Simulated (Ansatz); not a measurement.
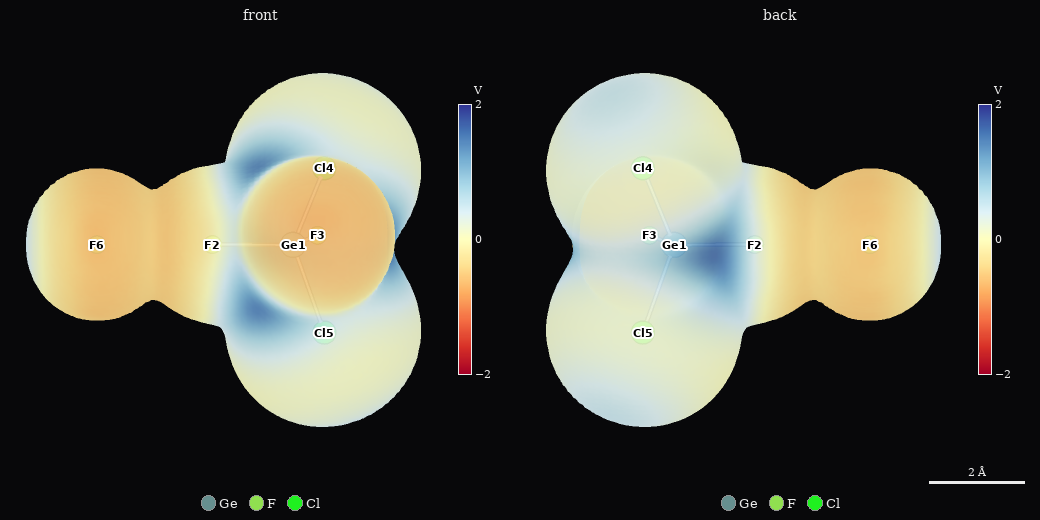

Figure. Cl2F2Ge···F (doublet). The molecular electrostatic potential painted on the density surface at 0.001 e/bohr³, seen from the front and from behind; red is negative and blue positive.

The calculation used UKS PBE0/def2-SVP in Ansatz.

Input file:

```
crystal:
  periodic: [false, false, false]
  atoms:
    - { symbol: Ge, position_ang: [-0.058938, 0.0, -0.108943] }
    - { symbol: F, position_ang: [-0.013924, 0.0, 1.589567] }
    - { symbol: F, position_ang: [1.573747, 0.0, -0.616349] }
    - { symbol: Cl, position_ang: [-1.00968, 1.761272, -0.767067] }
    - { symbol: Cl, position_ang: [-1.00968, -1.761272, -0.767067] }
    - { symbol: F, position_ang: [0.011475, 0.0, 3.931859] }
magnetization:
  spin_polarized: true
  initial_magnetization: 1
basis:
  gaussian: { orbitals: def2-SVP }
hamiltonian:
  xc: pbe0
relax:
  f_tol: 0.03
  max_steps: 50
output:
  orbitals: {}
```

Launched as:

```sh
ansatz run input.yaml --threads 4 --pin off --max-ram 5120MiB --backend cpu --events-out ev --progress --plain --runs-dir out
```

The fields are those of the run's last geometry, not of the input's.

**Describe the electrostatic potential map.**

The most negative region (about −0.7 V, or −16 kcal/mol for a unit charge) lies over F3, the most positive (about +1.5 V, or +35 kcal/mol for a unit charge) over Ge1.
